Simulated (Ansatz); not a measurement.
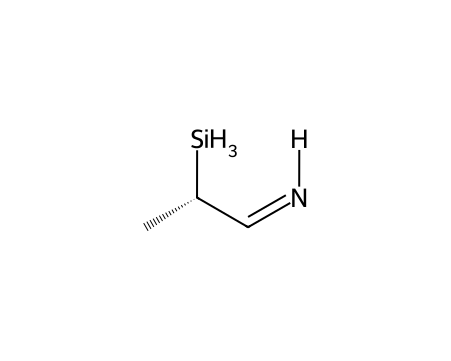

Structural formula above. Computed geometry: PBE-D4/def2-SVP optimisation. No frequency run is at hand to confirm it as a minimum.

Describe the 3D structure.

It has 14 atoms: 3 carbon, 9 hydrogen, 1 nitrogen and 1 silicon (C₃H₉NSi). Its SMILES string is `[H]/N=C\[C@H](C)[SiH3]`. It has no ring. Among its groups: imine, Si–H bond. The point group is C1. Coordination: 2 C tetrahedral; 1 Si tetrahedral; 1 C trigonal planar; 1 N bent.

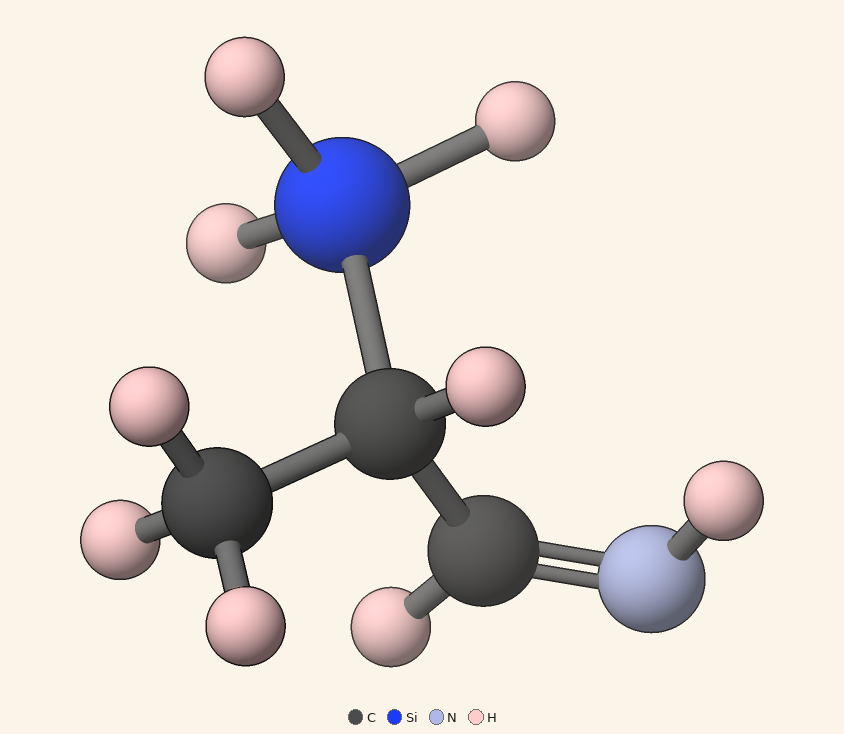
